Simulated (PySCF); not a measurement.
Consider C5H14NSi (SMILES CC(C)(C)[CH]N[SiH3]) (doublet).

```yaml
atoms:
  - { symbol: C, position_ang: [-1.9240, 0.6090, -0.9040] }
  - { symbol: C, position_ang: [-0.8618, -0.1637, -0.1094] }
  - { symbol: C, position_ang: [-1.1878, -0.0664, 1.3861] }
  - { symbol: C, position_ang: [-0.9094, -1.6482, -0.5334] }
  - { symbol: C, position_ang: [0.4793, 0.4123, -0.4268] }
  - { symbol: N, position_ang: [1.5372, 0.3829, 0.4444] }
  - { symbol: Si, position_ang: [3.1771, 0.7944, 0.0992] }
  - { symbol: H, position_ang: [-1.7081, 0.5639, -1.9686] }
  - { symbol: H, position_ang: [-2.9118, 0.1864, -0.7341] }
  - { symbol: H, position_ang: [-1.9357, 1.6535, -0.6013] }
  - { symbol: H, position_ang: [-1.0514, 0.9523, 1.7439] }
  - { symbol: H, position_ang: [-0.5624, -0.7366, 1.9733] }
  - { symbol: H, position_ang: [-2.2240, -0.3508, 1.5555] }
  - { symbol: H, position_ang: [-1.8795, -2.0817, -0.2983] }
  - { symbol: H, position_ang: [-0.7390, -1.7393, -1.6033] }
  - { symbol: H, position_ang: [-0.1389, -2.2140, -0.0143] }
  - { symbol: H, position_ang: [0.7310, 0.6032, -1.4550] }
  - { symbol: H, position_ang: [1.2659, 0.1697, 1.3916] }
  - { symbol: H, position_ang: [3.6957, -0.0912, -0.9513] }
  - { symbol: H, position_ang: [3.8387, 0.6026, 1.3865] }
  - { symbol: H, position_ang: [3.2999, 2.1787, -0.3811] }
```

Geometry: GFN2-xTB.

Theory: PySCF 2.14.0, density-fitted response routines, UKS B3LYP, pcH-1 on C H N Si, non-relativistic, mean-field spin-orbit, GIAO.

**What can the converged electron density, electron localisation function and spin density tell about the bonding?**

C–N (1.37 Å): ρ at the midpoint is about 2.2 e/Å³; the ELF peaks at about 0.90 between the atoms; a covalent bond.
Si–N (1.73 Å): ρ is about 1.1 e/Å³ halfway; the ELF peaks at about 0.90 between the atoms, as expected for a polar covalent bond.
N–H (1.01 Å): ρ is about 2.9 e/Å³ halfway; the ELF climbs to about 1 towards the hydrogen, as it does in any bond to H: a covalent bond by its length.
C–H (1.08 Å): ρ at the midpoint is about 2 e/Å³; the ELF climbs to about 1 towards the hydrogen: an ordinary covalent bond to hydrogen.
The unpaired spin (1 electron) lies mostly on C5 (about 0.6) and N6 (about 0.2), in electrons by Hirshfeld's partition.

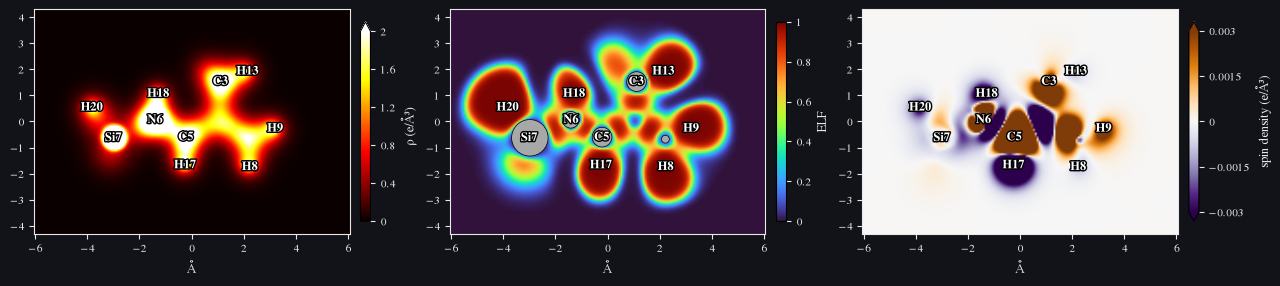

Computed electron density, electron localisation function and spin density on the plane of atoms N6, C5 and H17, in this order. Grey discs cover the atomic cores in the ELF map. 
